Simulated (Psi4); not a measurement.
**One shape, several levels: AlF3 (SMILES [F][Al]([F])[F])**

We compute a comparison of 3 runs (HF/STO-3G, B3LYP/6-31G*, TPSSh/6-311+G**) of AlF3. 

The calculation is run with Psi4 1.11.

## (1) The system as given

The species is AlF3 (4 atoms), meant as a singlet with charge 0. SMILES: `[F][Al]([F])[F]`. One bond was lengthened or shortened from a relaxed shape.

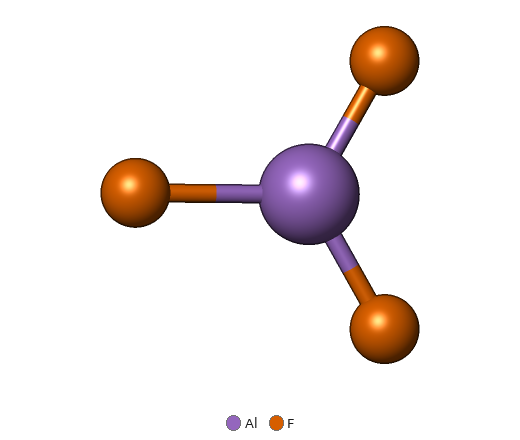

Viewed from a chosen angle; aluminium purple, fluorine orange.

## (2) The energy at HF/STO-3G (run 1)

alf3.in

```
memory 1.6 GB

molecule {
  0 1
  Al     0.23744409     0.39586550    -0.00398543
  F      3.31966299     0.34522084     0.02388803
  F     -1.25797178     3.09114407    -0.03304942
  F     -1.58566919    -2.64298986     0.00831479
  units bohr
  symmetry c1
  no_reorient
  no_com
}

set basis STO-3G
set puream true
set e_convergence 1e-09
set d_convergence 1e-08
set scf_type pk

energy_value, wavefunction = energy('hf', return_wfn=True)
oeprop(wavefunction, 'QUADRUPOLE', 'MULLIKEN_CHARGES', 'DIPOLE')
```

The run is started by

```bash
$ psi4 -n 1 alf3.in alf3.out
```

alf3.out:

```text
[...]
  Running in c1 symmetry.
[...]
  Nuclear repulsion =  152.302687617993740
[...]
  Multiplicity = 1
[...]
  Nalpha       = 20
  Nbeta        = 20
[...]
    Number of basis functions: 24
[...]
   @RHF iter   1:  -533.00583949746033   -2.05050e+00   1.77055e-02 DIIS/ADIIS
[...]
   @RHF iter  10:  -533.20780016826427   -2.50111e-12   6.07568e-09 DIIS
[...]
    Orbital Energies [Eh]
    ---------------------
    Doubly Occupied:
       1A    -57.849681     2A    -25.788914     3A    -25.788872
       4A    -25.742960     5A     -4.784263     6A     -3.014359
       7A     -3.013390     8A     -3.012336     9A     -1.405499
      10A     -1.393017    11A     -1.334646    12A     -0.511921
      13A     -0.448271    14A     -0.444107    15A     -0.441257
      16A     -0.400717    17A     -0.398229    18A     -0.367868
      19A     -0.366082    20A     -0.341236
[...]
  @RHF Final Energy:  -533.20780016826427
   => Energetics <=
    Nuclear Repulsion Energy =            152.3026876179937403
    One-Electron Energy =               -1057.3257230954698116
    Two-Electron Energy =                 371.8152353092117437
    Total Energy =                       -533.2078001682642707
[...]
 Multipole Moments:
 ------------------------------------------------------------------------------------
     Multipole            Electronic (a.u.)      Nuclear  (a.u.)        Total (a.u.)
 ------------------------------------------------------------------------------------
 L = 1.  Multiply by 2.5417464519 to convert [e a0] to [Debye]
 Dipole X            :         -7.2651795            7.3709714            0.1057918
 Dipole Y            :        -12.1101149           12.2866269            0.1765120
 Dipole Z            :          0.0542978           -0.0594300           -0.0051322
 Magnitude           :                                                    0.2058512
 L = 2.  Multiply by 1.3450342976 to convert [e a0^2] to [Debye ang]
 Quadrupole XX       :       -156.4796190          136.7859554          -19.6936636
 Quadrupole XY       :        -14.6000897           14.2571189           -0.3429708
[...]
  Mulliken Charges: (a.u.)
   Center  Symbol    Alpha    Beta     Spin     Total
       1    AL     5.95316  5.95316  0.00000  1.09367
       2     F     4.68643  4.68643  0.00000 -0.37286
       3     F     4.68644  4.68644  0.00000 -0.37288
       4     F     4.67397  4.67397  0.00000 -0.34794
   Total alpha = 20.00000, Total beta = 20.00000, Total charge =  0.00000
    Psi4 run time: 0:00:00.54
```

Wall time 1.6 s (1 thread of Intel Xeon Platinum 8375C at 2.90GHz (Ice Lake), shared host); peak memory 0.18 GiB.

## (3) The energy at B3LYP/6-31G(d) (spherical functions) (run 2)

input.json

```json
{
 "schema_name": "qcschema_input",
 "schema_version": 1,
 "molecule": {
  "schema_name": "qcschema_molecule",
  "schema_version": 2,
  "symbols": ["Al", "F", "F", "F"],
  "geometry": [0.23744409, 0.3958655, -0.00398543, 3.31966299, 0.34522084, 0.02388803, -1.25797178, 3.09114407, -0.03304942, -1.58566919, -2.64298986, 0.00831479],
  "molecular_charge": 0,
  "molecular_multiplicity": 1,
  "fix_symmetry": "c1"
 },
 "driver": "energy",
 "model": {
  "method": "b3lyp",
  "basis": "6-31G*"
 },
 "keywords": {
  "puream": true,
  "e_convergence": 1e-09,
  "d_convergence": 1e-08,
  "scf_type": "pk",
  "dft_radial_points": 99,
  "dft_spherical_points": 590,
  "scf_properties": ["WIBERG_LOWDIN_INDICES", "MAYER_INDICES", "MULLIKEN_CHARGES"]
 }
}
```

The run is started by

```bash
$ psi4 --qcschema input.json -n 1 --memory 1600MB
```

stdout:

```text
[...]
  Running in c1 symmetry.
[...]
  Nuclear repulsion =  152.302687617993740
[...]
  Multiplicity = 1
[...]
  Nalpha       = 20
  Nbeta        = 20
[...]
    Number of basis functions: 60
[...]
   @RKS iter   1:  -541.95299996057020   -7.62281e-01   1.25453e-02 DIIS/ADIIS
[...]
   @RKS iter  10:  -542.14032788087377   -1.78488e-11   8.92212e-09 DIIS
[...]
    Orbital Energies [Eh]
    ---------------------
    Doubly Occupied:
       1A    -56.132074     2A    -24.691101     3A    -24.691076
       4A    -24.651967     5A     -4.221249     6A     -2.778908
       7A     -2.772904     8A     -2.771597     9A     -1.176532
      10A     -1.167939    11A     -1.105733    12A     -0.502544
      13A     -0.464500    14A     -0.443703    15A     -0.441279
      16A     -0.424302    17A     -0.418773    18A     -0.411131
      19A     -0.371935    20A     -0.368159
[...]
  @RKS Final Energy:  -542.14032788087377
   => Energetics <=
    Nuclear Repulsion Energy =            152.3026876179937403
    One-Electron Energy =               -1059.8472620817449297
    Two-Electron Energy =                 405.9638371769590321
    DFT Exchange-Correlation Energy =     -40.5595905940816976
    Empirical Dispersion Energy =           0.0000000000000000
    VV10 Nonlocal Energy =                  0.0000000000000000
    Total Energy =                       -542.1403278808737696
[...]
 Multipole Moments:
 ------------------------------------------------------------------------------------
     Multipole            Electronic (a.u.)      Nuclear  (a.u.)        Total (a.u.)
 ------------------------------------------------------------------------------------
 L = 1.  Multiply by 2.5417464519 to convert [e a0] to [Debye]
 Dipole X            :          0.1459550            0.0116651            0.1576201
 Dipole Y            :          0.2435003            0.0194602            0.2629605
 Dipole Z            :         -0.0052575           -0.0005484           -0.0058059
 Magnitude           :                                                    0.3066366
[...]
  Mulliken Charges: (a.u.)
   Center  Symbol    Alpha    Beta     Spin     Total
       1    AL     5.83445  5.83445  0.00000  1.33111
       2     F     4.72104  4.72104  0.00000 -0.44208
       3     F     4.72105  4.72105  0.00000 -0.44211
       4     F     4.72346  4.72346  0.00000 -0.44692
   Total alpha = 20.00000, Total beta = 20.00000, Total charge =  0.00000
  Mayer Bond Indices:
[...]
```

The result, in JSON:

```text
{
 "driver": "energy",
 "model": {
  "method": "b3lyp",
  "basis": "6-31G*"
 },
 "success": true,
 "return_result": -542.1403278808738,
 "properties": {
  "calcinfo_nbasis": 60,
  "calcinfo_nmo": 60,
  "calcinfo_nalpha": 20,
  "calcinfo_nbeta": 20,
  "calcinfo_natom": 4,
  "nuclear_repulsion_energy": 152.30268761799374,
  "return_energy": -542.1403278808738,
  "scf_one_electron_energy": -1059.847262081745,
  "scf_two_electron_energy": 405.96383717695903,
  "scf_xc_energy": -40.5595905940817,
  "scf_dipole_moment": [0.1576201249137441, 0.26296045258327816, -0.005805874784027953],
  "scf_total_energy": -542.1403278808738,
  "scf_iterations": 10
 }
}
```

Run time: 6.3 s. Hardware: 1 thread of Intel Xeon Platinum 8375C at 2.90GHz (Ice Lake), shared host; peak memory 0.56 GiB.

## (4) Energy and forces at TPSSh/6-311+G(d,p) (run 3)

alf3.dat

```
memory 1.6 GB

molecule geom {
  0 1
  Al     0.125650     0.209483    -0.002109
  F      1.756690     0.182683     0.012641
  F     -0.665690     1.635763    -0.017489
  F     -0.839100    -1.398610     0.004400
  symmetry c1
  no_reorient
  no_com
}

set puream true
set e_convergence 1e-09
set d_convergence 1e-08
set scf_type pk
set dft_radial_points 99
set dft_spherical_points 590

E, wfn = gradient('tpssh/6-311+G**', return_wfn=True)
oeprop(wfn, 'DIPOLE', 'MAYER_INDICES', 'QUADRUPOLE')
```

The run is started by

```bash
$ psi4 -n 1 alf3.dat alf3.out
```

alf3.out:

```text
[...]
  Running in c1 symmetry.
[...]
  Nuclear repulsion =  152.302687555813634
[...]
  Multiplicity = 1
[...]
  Nalpha       = 20
  Nbeta        = 20
[...]
    Number of basis functions: 96
[...]
   @RKS iter   1:  -542.01666191203435   -6.63220e-01   9.18763e-03 ADIIS/DIIS
[...]
   @RKS iter  11:  -542.25183182917704    0.00000e+00   1.48139e-09 DIIS
[...]
  @RKS Final Energy:  -542.25183182917704
   => Energetics <=
    Nuclear Repulsion Energy =            152.3026875558136339
    One-Electron Energy =               -1059.2372437175295090
    Two-Electron Energy =                 410.0209569934364140
    DFT Exchange-Correlation Energy =     -45.3382326608975887
    Empirical Dispersion Energy =           0.0000000000000000
    VV10 Nonlocal Energy =                  0.0000000000000000
    Total Energy =                       -542.2518318291770356
[...]
  -Total Gradient:
     Atom            X                  Y                   Z
    ------   -----------------  -----------------  -----------------
       1        0.043799389695     0.073174300961    -0.000417460753
       2       -0.015617055864     0.001922911389    -0.000096621466
       3        0.009095600175    -0.012961856679     0.000211120774
       4       -0.037310899674    -0.062189828074     0.000299931340
[...]
 Multipole Moments:
 ------------------------------------------------------------------------------------
     Multipole            Electronic (a.u.)      Nuclear  (a.u.)        Total (a.u.)
 ------------------------------------------------------------------------------------
 L = 1.  Multiply by 2.5417464519 to convert [e a0] to [Debye]
 Dipole X            :         -7.1780129            7.3709712            0.1929584
 Dipole Y            :        -11.9646982           12.2866270            0.3219288
 Dipole Z            :          0.0529700           -0.0594300           -0.0064600
 Magnitude           :                                                    0.3753835
 L = 2.  Multiply by 1.3450342976 to convert [e a0^2] to [Debye ang]
 Quadrupole XX       :       -160.3474941          136.7859553          -23.5615388
 Quadrupole XY       :        -14.9379504           14.2571186           -0.6808318
[...]
```

Run time: 26 s. Hardware: 1 thread of Intel Xeon Platinum 8375C at 2.90GHz (Ice Lake), shared host; peak memory 0.74 GiB.

## (5) Overview of the runs

| run | level | integration grid | task | energy (Eh) | dipole moment (D) | HOMO energy (eV) | LUMO energy (eV) | wall time |
| --- | --- | --- | --- | --- | --- | --- | --- | --- |
| 1 | HF/STO-3G | – | energy | -533.207800 | 0.52 | -9.29 | 9.42 | 1.6 s |
| 2 | B3LYP/6-31G* (spherical functions) | 99 radial × 590 angular | energy | -542.140328 | 0.78 | -10.02 | -2.11 | 6.3 s |
| 3 | TPSSh/6-311+G** | 99 radial × 590 angular | gradient | -542.251832 | 0.95 | -10.11 | -2.68 | 26 s |

## (6) Results

| quantity | value |
| --- | --- |
| run 3: total energy | -542.25183 Eh |
| run 3: dipole moment | 0.95 D |
| run 3: HOMO energy | -10.11 eV |
| run 3: LUMO energy | -2.68 eV |
| run 3: HOMO–LUMO gap | 7.43 eV |
| run 3: largest force on an atom | 4.385 eV/Å |

**Reading.** The dipole moment (its size) runs from 0.52 D (HF/STO-3G) to 0.95 D (TPSSh/6-311+G**). The two ends differ in method and basis. The HOMO–LUMO gap runs from 7.43 eV (TPSSh/6-311+G**) to 18.71 eV (HF/STO-3G). Totals of different functionals can't be ranked against each other. In run 1 the basis is minimal, so the values are rough. All runs together took 34 s, the longest 26 s.
